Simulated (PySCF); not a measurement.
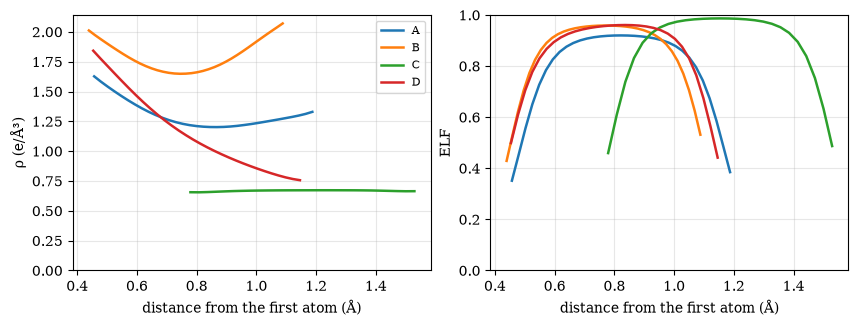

*C$_{4}$H$_{14}$SSi$_{2}$. Total electron density and ELF along straight lines between neighbouring atoms. The curves leave out the atomic cores.*

Geometry: GFN2-xTB.

These are results of PBE0/pcSseg-1, SCF density, gas phase, non-relativistic in PySCF, not measurements.

```yaml
atoms:
  - { symbol: C, position_ang: [-1.9207, -1.6134, 0.1650] }
  - { symbol: C, position_ang: [-1.0955, -0.5032, -0.4867] }
  - { symbol: C, position_ang: [-1.8394, 0.8294, -0.4522] }
  - { symbol: S, position_ang: [-1.9957, 1.5727, 1.2087] }
  - { symbol: C, position_ang: [0.2854, -0.4076, 0.1595] }
  - { symbol: Si, position_ang: [1.4924, 0.8350, -0.6435] }
  - { symbol: Si, position_ang: [3.6381, 0.4291, 0.1029] }
  - { symbol: H, position_ang: [-1.4295, -2.5743, 0.0303] }
  - { symbol: H, position_ang: [-2.0270, -1.4363, 1.2339] }
  - { symbol: H, position_ang: [-2.9131, -1.6725, -0.2789] }
  - { symbol: H, position_ang: [-0.9686, -0.7509, -1.5484] }
  - { symbol: H, position_ang: [-1.3007, 1.5780, -1.0313] }
  - { symbol: H, position_ang: [-2.8459, 0.7274, -0.8593] }
  - { symbol: H, position_ang: [-2.8493, 0.6733, 1.6937] }
  - { symbol: H, position_ang: [0.7359, -1.4030, 0.1372] }
  - { symbol: H, position_ang: [0.1588, -0.1540, 1.2143] }
  - { symbol: H, position_ang: [1.0463, 2.2035, -0.3457] }
  - { symbol: H, position_ang: [1.3375, 0.6847, -2.1018] }
  - { symbol: H, position_ang: [4.6193, 1.2011, -0.6612] }
  - { symbol: H, position_ang: [4.0309, -0.9779, -0.0289] }
  - { symbol: H, position_ang: [3.8318, 0.7757, 1.5127] }
```

Which curve belongs to which contact (C–C, C–S, C–Si and Si–Si)? The first atom named is at distance zero.

Answer. Curve A: C–S (1.83 Å): ρ is about 1.2 e/Å³ halfway; the ELF peaks at about 0.90 between the atoms, as expected for a covalent bond. Curve B: C–C (1.53 Å): ρ at the midpoint is about 1.6 e/Å³; the ELF peaks at about 0.95 between the atoms (localised, covalent bonding). Curve C: Si–Si (2.31 Å): the density is about 0.67 e/Å³ at the midpoint; the ELF peaks at about 1 between the atoms, as expected for a covalent bond. Curve D: C–Si (1.91 Å): the density is about 0.9 e/Å³ at the midpoint; the ELF peaks at about 0.95 between the atoms, as expected for a shared electron pair.
